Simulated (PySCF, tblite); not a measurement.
# C₄H₁₄AlBO: a rotation path, then NMR shifts on frames, part 2 of 2

tblite 0.8.0 and PySCF 2.14.0. Atoms count from 0. The steps go on from the part before.

## Step 5: NMR shieldings: image 4, PBE0/pcSseg-1

The job: settings as JSON, then the geometry in Å.

```
{"job": {"kind": "nmr", "xc": "PBE0", "basis": "pcSseg-1", "pop": false}, "charge": 0, "multiplicity": 1}
C     -2.315300     0.928800    -1.047000
B     -1.276900     0.365500     0.002300
C     -1.799700     0.197300     1.483100
C      0.143800     0.005700    -0.605200
O      1.324800    -0.394000     0.130900
C      1.268000    -0.475500     1.535600
Al     2.851900    -0.683100    -0.932200
H     -2.995600     0.127300    -1.339100
H     -1.881400     1.320300    -1.962700
H     -2.950700     1.701900    -0.618300
H     -1.429500    -0.672500     2.016500
H     -2.886800     0.164200     1.522500
H     -1.507100     1.068600     2.070800
H     -0.041200    -0.807800    -1.323400
H      0.484000     0.840400    -1.232600
H      2.295900    -0.653600     1.855600
H      0.645800    -1.313200     1.856500
H      0.907000     0.457500     1.968100
H      2.263800    -1.788200    -1.894200
H      3.041600     0.761900    -1.538800
H      3.848700    -1.134900     0.205900
```

Method: GIAO PBE0/pcSseg-1 NMR shielding, non-relativistic, gas phase.

The program printed:

```text
coarse grid: 16824 points
cycle   1  E = -502.7366664945  dE =  3.688e-01  |g| = 5.505e-01  |ddm| = 3.750e+00
cycle   2  E = -502.7252855484  dE =  1.138e-02  |g| = 6.249e-01  |ddm| = 8.617e-01
cycle   3  E = -502.8055917858  dE = -8.031e-02  |g| = 9.293e-02  |ddm| = 4.598e-01
cycle   4  E = -502.8068878599  dE = -1.296e-03  |g| = 3.468e-02  |ddm| = 7.003e-02
cycle   5  E = -502.8071422492  dE = -2.544e-04  |g| = 4.916e-03  |ddm| = 2.753e-02
cycle   6  E = -502.8071473346  dE = -5.085e-06  |g| = 1.358e-03  |ddm| = 5.314e-03
final grid: 154352 points
cycle   7  E = -502.8555040484  dE = -6.150e-05  |g| = 1.220e-02  |ddm| = 3.378e-02
cycle   8  E = -502.8554840939  dE =  1.995e-05  |g| = 1.625e-02  |ddm| = 1.675e-02
cycle   9  E = -502.8555339909  dE = -4.990e-05  |g| = 1.685e-03  |ddm| = 9.668e-03
cycle  10  E = -502.8555345714  dE = -5.804e-07  |g| = 1.720e-04  |ddm| = 1.338e-03
cycle  11  E = -502.8555345774  dE = -6.087e-09  |g| = 6.030e-05  |ddm| = 2.057e-04
cycle  12  E = -502.8555345783  dE = -8.439e-10  |g| = 1.365e-05  |ddm| = 6.673e-05
converged SCF energy = -502.8555345783

GIAO shielding tensors (ppm)
atom      isotropic    diamagn.    paramagn.     s11        s22        s33       span
  0 C      172.669     253.676     -81.007    151.455    176.993    189.559     38.105
  1 B       15.706     187.747    -172.041    -48.396    -21.414    116.927    165.323
  2 C      171.388     253.855     -82.467    155.484    174.001    184.679     29.194
  3 C      108.294     254.197    -145.903     70.194     87.919    166.770     96.576
  4 O      332.339     400.342     -68.003    281.416    314.996    400.604    119.187
  5 C      123.144     246.327    -123.183     94.103    101.938    173.391     79.288
  6 Al     403.226     795.894    -392.667    369.402    400.450    439.827     70.425
  7 H       31.039      29.738       1.300     27.483     28.780     36.854      9.371
  8 H       30.974      31.655      -0.681     26.576     30.436     35.911      9.335
  9 H       30.634      29.809       0.826     26.855     29.561     35.487      8.632
 10 H       30.267      32.720      -2.453     25.191     30.655     34.954      9.763
 11 H       30.378      30.110       0.267     26.338     29.485     35.311      8.973
 12 H       30.813      30.837      -0.024     26.590     29.842     36.006      9.416
 13 H       26.730      32.848      -6.118     22.169     26.341     31.678      9.509
 14 H       26.532      33.273      -6.741     21.302     25.797     32.497     11.195
 15 H       27.030      30.023      -2.993     22.178     26.876     32.036      9.858
 16 H       27.583      31.593      -4.010     23.493     26.238     33.018      9.525
 17 H       28.005      32.074      -4.069     23.927     27.110     32.980      9.053
 18 H       27.398      30.352      -2.955     24.054     26.545     31.594      7.539
 19 H       27.372      30.360      -2.988     24.067     26.490     31.559      7.492
 20 H       27.459      30.440      -2.981     23.981     26.875     31.521      7.540
```

Run time: 14 s. Hardware: 1 thread of AMD EPYC 9R45, shared host; peak memory 0.91 GiB.

Key values: δ C3 78.6, C5 63.8, C2 15.5, C0 14.3, H14 5.19, H13 4.99 ppm.

## Step 6: Nuclear shieldings: image 6, PBE0/pcSseg-1

The job: settings as JSON, then the geometry in Å.

```
{"job": {"kind": "nmr", "xc": "PBE0", "basis": "pcSseg-1", "pop": false}, "charge": 0, "multiplicity": 1}
C     -2.350100     0.749000    -1.103000
B     -1.244600     0.417400    -0.027600
C     -1.563000     0.759100     1.477000
C      0.060100    -0.298700    -0.592200
O      1.265500    -0.492100     0.166700
C      1.146500    -1.096000     1.435500
Al     2.843000    -0.115000    -0.787900
H     -3.116600    -0.027400    -1.085200
H     -1.988100     0.808900    -2.125300
H     -2.873300     1.675800    -0.875300
H     -1.267100     0.002300     2.198000
H     -2.619700     0.963900     1.638500
H     -1.026900     1.669300     1.749400
H     -0.257000    -1.282100    -0.975600
H      0.426500     0.245500    -1.473000
H      2.135000    -1.485300     1.680600
H      0.424000    -1.915000     1.410200
H      0.859400    -0.362200     2.189700
H      2.677900    -1.075600    -2.031600
H      2.599400     1.421700    -1.054400
H      3.860300    -0.546800     0.339700
```

Method: GIAO PBE0/pcSseg-1 NMR shielding, non-relativistic, gas phase.

The program printed:

```text
coarse grid: 16824 points
cycle   1  E = -502.7379499210  dE =  3.779e-01  |g| = 5.526e-01  |ddm| = 3.744e+00
cycle   2  E = -502.7260883549  dE =  1.186e-02  |g| = 6.285e-01  |ddm| = 8.876e-01
cycle   3  E = -502.8076796704  dE = -8.159e-02  |g| = 9.411e-02  |ddm| = 4.857e-01
cycle   4  E = -502.8090089806  dE = -1.329e-03  |g| = 3.476e-02  |ddm| = 7.389e-02
cycle   5  E = -502.8092652633  dE = -2.563e-04  |g| = 4.783e-03  |ddm| = 2.830e-02
cycle   6  E = -502.8092700553  dE = -4.792e-06  |g| = 1.256e-03  |ddm| = 5.073e-03
final grid: 154352 points
cycle   7  E = -502.8576976966  dE = -4.471e-05  |g| = 1.184e-02  |ddm| = 2.829e-02
cycle   8  E = -502.8576788176  dE =  1.888e-05  |g| = 1.581e-02  |ddm| = 1.632e-02
cycle   9  E = -502.8577257047  dE = -4.689e-05  |g| = 1.623e-03  |ddm| = 9.577e-03
cycle  10  E = -502.8577262517  dE = -5.470e-07  |g| = 1.328e-04  |ddm| = 1.333e-03
cycle  11  E = -502.8577262553  dE = -3.610e-09  |g| = 4.952e-05  |ddm| = 1.782e-04
cycle  12  E = -502.8577262558  dE = -5.671e-10  |g| = 1.062e-05  |ddm| = 5.695e-05
converged SCF energy = -502.8577262558

GIAO shielding tensors (ppm)
atom      isotropic    diamagn.    paramagn.     s11        s22        s33       span
  0 C      172.902     253.791     -80.889    152.046    177.073    189.587     37.542
  1 B       14.223     188.031    -173.808    -50.348    -23.805    116.821    167.169
  2 C      171.855     254.124     -82.269    155.809    176.145    183.612     27.803
  3 C      105.616     253.479    -147.863     72.265     85.701    158.883     86.618
  4 O      336.200     400.687     -64.486    282.371    331.949    394.282    111.912
  5 C      124.270     246.289    -122.019     93.046    101.836    177.930     84.884
  6 Al     405.124     796.118    -390.994    371.494    402.793    441.085     69.591
  7 H       31.101      29.667       1.434     27.665     28.747     36.890      9.225
  8 H       30.899      31.689      -0.790     26.515     30.311     35.872      9.357
  9 H       30.568      29.929       0.638     26.808     29.481     35.415      8.607
 10 H       30.381      32.773      -2.392     25.499     30.686     34.959      9.460
 11 H       30.348      30.192       0.156     26.313     29.464     35.265      8.952
 12 H       30.720      31.332      -0.612     26.545     29.544     36.073      9.528
 13 H       27.480      32.891      -5.410     23.259     26.379     32.803      9.544
 14 H       26.446      33.535      -7.089     20.672     26.145     32.521     11.849
 15 H       27.142      29.756      -2.615     22.548     26.377     32.501      9.953
 16 H       28.456      31.193      -2.737     25.384     26.134     33.850      8.465
 17 H       27.347      31.821      -4.474     22.764     26.825     32.451      9.686
 18 H       27.330      30.262      -2.932     24.051     26.394     31.545      7.494
 19 H       27.451      30.847      -3.397     24.065     26.797     31.490      7.425
 20 H       27.517      30.585      -3.068     24.006     26.838     31.707      7.701
```

Wall time 14 s (1 thread of AMD EPYC 9R45, shared host); peak memory 0.91 GiB.

In short: δ C3 81.3, C5 62.7, C2 15.1, C0 14.0, H14 5.27, H15 4.58 ppm.

## Step 7: Shielding tensors: image 8, PBE0/pcSseg-1

The job: settings as JSON, then the geometry in Å.

```
{"job": {"kind": "nmr", "xc": "PBE0", "basis": "pcSseg-1", "pop": false}, "charge": 0, "multiplicity": 1}
C     -2.502700     0.474400    -0.949000
B     -1.173100     0.388200    -0.113000
C     -0.992500     1.197000     1.221300
C      0.002700    -0.512100    -0.682700
O      1.160900    -0.680400     0.143500
C      0.997000    -1.593500     1.201000
Al     2.592600     0.390300    -0.380100
H     -3.368400     0.212000    -0.342800
H     -2.515900    -0.153200    -1.836200
H     -2.677300     1.500100    -1.270900
H     -1.297500     0.602100     2.083700
H     -1.593900     2.102400     1.252900
H      0.049600     1.472300     1.386600
H     -0.320800    -1.500500    -1.035700
H      0.390600     0.012300    -1.569500
H      1.942400    -1.609000     1.741600
H      0.778400    -2.593800     0.814100
H      0.191600    -1.281500     1.869400
H      2.854500    -0.227900    -1.812900
H      1.923600     1.821400    -0.377400
H      3.549500    -0.003800     0.810400
```

With the program's defaults for keys left out, this is: GIAO PBE0/pcSseg-1 NMR shielding, non-relativistic, gas phase.

The program printed:

```text
coarse grid: 16824 points
cycle   1  E = -502.7427308401  dE =  4.131e-01  |g| = 5.530e-01  |ddm| = 3.755e+00
cycle   2  E = -502.7312957379  dE =  1.144e-02  |g| = 6.273e-01  |ddm| = 9.191e-01
cycle   3  E = -502.8129360042  dE = -8.164e-02  |g| = 9.563e-02  |ddm| = 5.172e-01
cycle   4  E = -502.8143145222  dE = -1.379e-03  |g| = 3.464e-02  |ddm| = 7.928e-02
cycle   5  E = -502.8145694329  dE = -2.549e-04  |g| = 4.691e-03  |ddm| = 2.924e-02
cycle   6  E = -502.8145741186  dE = -4.686e-06  |g| = 1.120e-03  |ddm| = 5.054e-03
final grid: 154352 points
cycle   7  E = -502.8624315018  dE = -4.557e-05  |g| = 1.162e-02  |ddm| = 3.341e-02
cycle   8  E = -502.8624145081  dE =  1.699e-05  |g| = 1.529e-02  |ddm| = 1.623e-02
cycle   9  E = -502.8624586589  dE = -4.415e-05  |g| = 1.610e-03  |ddm| = 9.626e-03
cycle  10  E = -502.8624591900  dE = -5.311e-07  |g| = 1.327e-04  |ddm| = 1.387e-03
cycle  11  E = -502.8624591937  dE = -3.724e-09  |g| = 4.683e-05  |ddm| = 1.851e-04
cycle  12  E = -502.8624591942  dE = -4.979e-10  |g| = 9.635e-06  |ddm| = 5.421e-05
converged SCF energy = -502.8624591942

GIAO shielding tensors (ppm)
atom      isotropic    diamagn.    paramagn.     s11        s22        s33       span
  0 C      175.378     253.695     -78.317    151.110    186.797    188.227     37.118
  1 B       11.444     189.460    -178.016    -51.530    -31.803    117.665    169.195
  2 C      175.591     255.157     -79.566    152.194    180.973    193.607     41.412
  3 C      104.882     253.717    -148.835     72.457     84.355    157.836     85.379
  4 O      334.741     402.501     -67.760    294.643    328.096    381.485     86.842
  5 C      124.476     245.713    -121.237     91.536     98.381    183.510     91.974
  6 Al     408.262     796.434    -388.171    377.027    404.529    443.230     66.203
  7 H       30.829      29.512       1.317     27.046     29.045     36.395      9.348
  8 H       30.912      31.508      -0.595     26.823     30.281     35.632      8.809
  9 H       30.837      29.785       1.051     27.055     28.769     36.687      9.632
 10 H       31.199      31.393      -0.194     26.669     30.107     36.821     10.152
 11 H       30.459      30.836      -0.377     26.492     28.986     35.898      9.406
 12 H       29.737      33.547      -3.810     24.816     29.763     34.633      9.817
 13 H       27.587      33.287      -5.700     23.220     26.129     33.411     10.191
 14 H       26.762      32.906      -6.144     21.664     26.579     32.042     10.378
 15 H       27.222      29.613      -2.391     22.991     25.563     33.111     10.121
 16 H       28.338      29.825      -1.486     24.614     25.755     34.646     10.033
 17 H       28.169      31.976      -3.808     23.181     28.210     33.115      9.934
 18 H       27.340      30.420      -3.081     23.919     26.219     31.881      7.962
 19 H       27.499      31.381      -3.882     23.791     27.839     30.866      7.075
 20 H       27.518      30.827      -3.308     24.092     26.469     31.994      7.903
```

Wall time 14 s (1 thread of AMD EPYC 9R45, shared host); peak memory 0.91 GiB.

Key values: δ C3 82.0, C5 62.4, C0 11.5, C2 11.3, H14 4.96, H15 4.50 ppm.

## Step 8: Comparing the runs: NMR shifts

Shifts (ppm) of some atoms, chosen among heavy atoms and hydrogens apart, with basis size and wall time:

```csv
frame,C3,C2,H10,H12,B1,O4,Al6,functions,time
image 0,81.9,11.6,1.89,0.54,88.6,1.0,81.5,196,14 s
image 2,81.3,14.3,1.40,0.72,86.4,1.9,85.9,196,14 s
image 4,78.6,15.5,1.45,0.90,84.4,3.7,86.7,196,14 s
image 6,81.3,15.1,1.34,1.00,85.8,-0.1,84.8,196,14 s
image 8,82.0,11.3,0.52,1.98,88.6,1.3,81.7,196,14 s
```

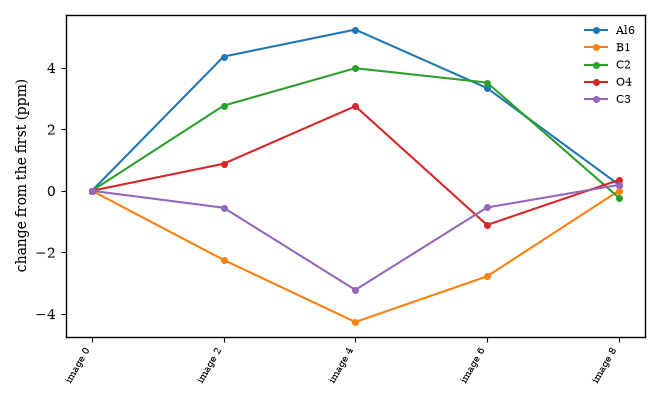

How five of the tabulated atoms move from run to run.

## Step 9: Outcome

The summary covers parts 1 to 2.

```
                                            quantity                                                                                   value
                                             barrier                                                      0.329 eV (7.6 kcal/mol) at image 4
                               end to end (GFN2-xTB)                                                                                0.003 eV
     13C shifts against TMS (PBE0/pcSseg-1, image 0)                                                              81.9, 62.5, 11.6, 11.6 ppm
      1H shifts against TMS (PBE0/pcSseg-1, image 0)  4.96, 4.49, 4.37, 4.21, 4.20, 4.13, 3.52, 3.41, 1.89, 1.26, 1.14, 0.81, 0.65, 0.54 ppm
11B shifts against BF3·OEt2 (PBE0/pcSseg-1, image 0)                                                                                88.6 ppm
     17O shifts against H2O (PBE0/pcSseg-1, image 0)                                                                                 1.0 ppm
  27Al shifts against AlH4- (PBE0/pcSseg-1, image 0)                                                                                81.5 ppm
                           range of the shift of Al6                                                                        81.5 to 86.7 ppm
```

Along the band the dihedral turns by 156°, and the top (dihedral 182°) lies 7.6 kcal/mol above the start (GFN2-xTB, rough), so at room temperature this motion is fast. The top was not checked by a frequency run. Shifts at one fixed geometry are not the observed spectrum, which averages over the motion. In the first frame run (image 0): Shielding is most anisotropic at B1 (span 170 ppm, paramagnetic term -178 ppm). In ppm, Al6 moves most: its shift spreads over 5.2 ppm, from 81.5 (image 0) to 86.7 (image 4).
